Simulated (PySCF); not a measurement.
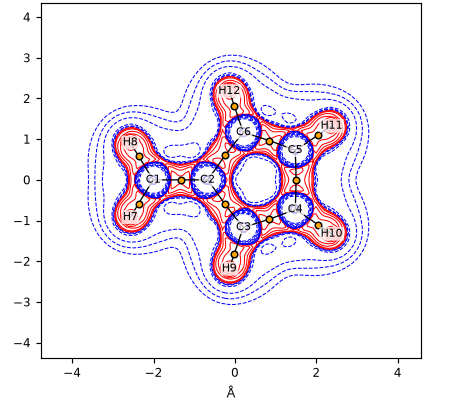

Figure. C6H6, SMILES `C=C1C=CC=C1`. Negative Laplacian of the density (−∇²ρ) in the molecular plane (solid red lines positive, dashed blue lines negative, contours at ±0.02 to ±8 a.u.), with bond paths and bond critical points (dots).

Level of theory: ωB97X/cc-pVDZ (PySCF), at a geometry from GFN2-xTB. No frequency check shows the geometry to be a minimum.

Input script:

```python
import numpy as np
from pyscf import gto, scf, dft
from pyscf.scf import atom_ks, atom_hf
from scipy.linalg import block_diag

def solve(mol, dm0=None, hcore=None):
    mf = (dft.UKS if mol.spin else dft.RKS)(mol, xc='wb97x')
    mf.grids.level = 3
    mf = mf.density_fit(auxbasis='def2-universal-jkfit')
    mf.conv_tol, mf.max_cycle = 1e-8, 80
    if hcore is not None:
        mf.get_hcore = lambda *args: hcore
    mf.kernel(dm0)
    if not mf.converged:
        mf = mf.newton().run(mf.mo_coeff, mf.mo_occ, max_cycle=30)
    assert mf.converged, 'SCF not converged'
    return mf

mol = gto.M(atom='''
C     -2.09142    -0.00013     0.00000
C     -0.75720     0.00027     0.00000
C      0.12663    -1.16630     0.00000
C      1.39619    -0.72872     0.00000
C      1.39607     0.72880     0.00000
C      0.12644     1.16618     0.00000
H     -2.65682    -0.91775     0.00000
H     -2.65697     0.91716     0.00000
H     -0.22301    -2.18148     0.00000
H      2.29008    -1.32648     0.00000
H      2.28986     1.32671     0.00000
H     -0.22337     2.18130     0.00000
''', basis='cc-pvdz', charge=0, spin=0, verbose=4)
mf = solve(mol)
mf.analyze()
# spherically averaged free atoms, for the promolecule
atm = atom_ks.get_atm_nrks(mol, xc='wb97x')
pro = block_diag(*[(atm[a[0]][2] * atm[a[0]][3]) @ atm[a[0]][2].T for a in mol._atom])
np.savez('result.npz', e=mf.e_tot, c=mf.mo_coeff, occ=mf.mo_occ, eps=mf.mo_energy, pro=pro, dip=mf.dip_moment(verbose=0), s2=mf.spin_square()[0])
```

Run with:

```sh
OMP_NUM_THREADS=1 python input.py
```

The run took 15 s on 1 thread of Arm Neoverse V2 (shared host), peak memory 0.49 GiB.

Partitions, critical points and surface values were worked out afterwards from this run's density.

### Sort the bonds in the plane by the sign of ∇²ρ at their critical points.

Concentrated (∇²ρ < 0): C1–C2 (−0.89 a.u.); C3–C4 and C5–C6 (−0.84 a.u.); C4–H10 and C5–H11 (−1.09 a.u.); C1–H8 and C1–H7 (−1.09 a.u.); C3–H9 and C6–H12 (−1.08 a.u.); C4–C5 (−0.63 a.u.); C2–C6 and C2–C3 (−0.64 a.u.). At none is it depleted.

### Where along C1–H8 does the critical point lie?

0.69 Å from C1 and 0.39 Å from H8.
